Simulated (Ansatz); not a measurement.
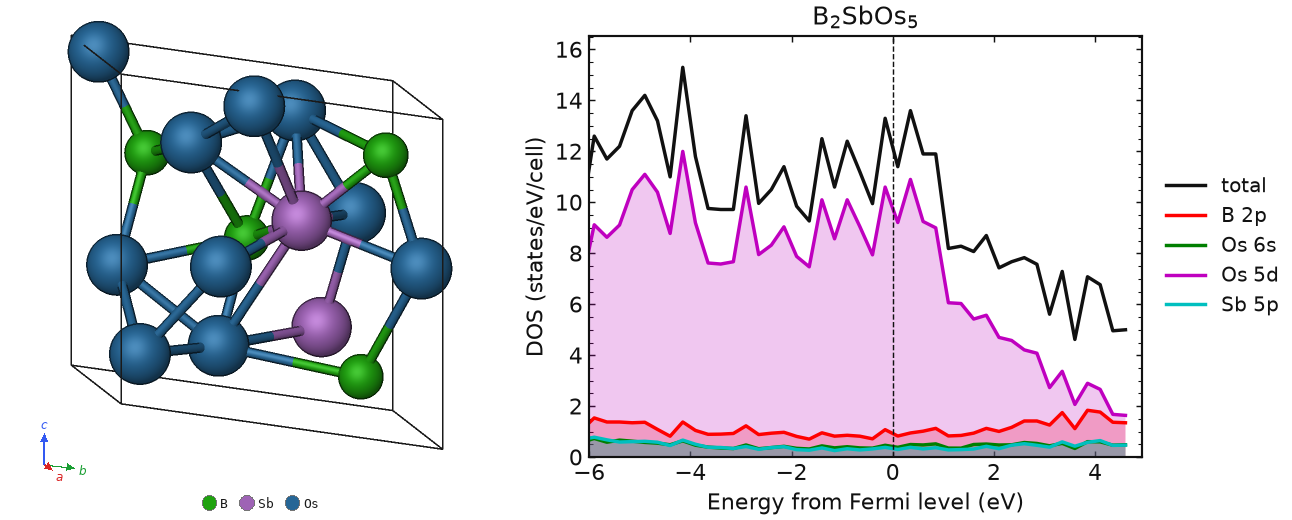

Density of states, beside the structure. Energies are counted from the Fermi level. The partial curves are projected on Löwdin-orthogonalised atomic shells.

System: B2SbOs5 (amorphous cell), 16 atoms in the cell.

```xyz
16
Lattice="5.3831 0.3291 0.2928 0.1783 6.2419 0.4915 -0.2485 -1.4569 6.2189" Properties=species:S:1:pos:R:3 pbc="T T T"
B     1.3137    2.5381    3.3362
B     3.9737    4.4000    5.8860
B     0.7668    0.3543    4.4610
B     2.9193    5.0866    1.4194
Sb    3.1849    3.2257    4.1773
Sb    0.2486    4.5099    1.7924
Os    2.0726    2.3861    1.2911
Os    3.9423    0.6689    1.0970
Os    0.9860    4.5192    4.2058
Os    2.7918    0.8442    5.1441
Os    1.7144    0.1587    2.3547
Os    4.0363    5.5766    3.8906
Os    4.9106    1.6590    3.2366
Os    1.4707    2.8528    5.9796
Os    4.8843    1.5662    6.4116
Os    0.7112   -1.0090    6.1672
```

Computed with Ansatz: DFT with m-r2SCAN, PAW plane waves, no spin polarisation, 4×3×3 k mesh, 500 eV cutoff, Fermi-Dirac smearing of 0.049 eV.

### Metal or insulator, and how many states lie at the Fermi level?

It is a metal. The density of states at the Fermi level is about 12 per eV and cell (mean within 0.25 eV), or 0.77 per atom.

### Which states dominate at the Fermi level?

By projected weight, the states within 0.3 eV of the Fermi level are Os 5d (80 %).

The atoms aren't at rest in this cell (largest force 3.8 eV/Å), so the relaxed material can differ. Spin-orbit coupling is left out, which matters for Os.
